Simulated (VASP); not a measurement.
Band structure of WSe2 (2H layered). Calculation: PBEsol GGA with spin-orbit coupling, VASP's PBE PAW potentials (set 64) (plane waves; VASP).

The path is coarsely sampled, so an indirect gap can come out somewhat too large. Without a dispersion term in the relaxation, distances and binding between the weakly bound layers, chains or molecules are unreliable, and so is what depends on them.

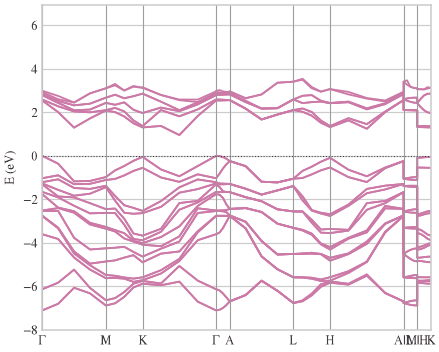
Fig. 1. Bands along high-symmetry lines, zero at the valence-band maximum or, without a gap, the Fermi level

Read the plot: is there a gap, and where are the band edges?

The gap is indirect, 0.96 eV, from the valence maximum at Γ to the conduction minimum at K-Γ at 0.50.

The compound is WSe2 in the 2H layered structure. It was relaxed first.
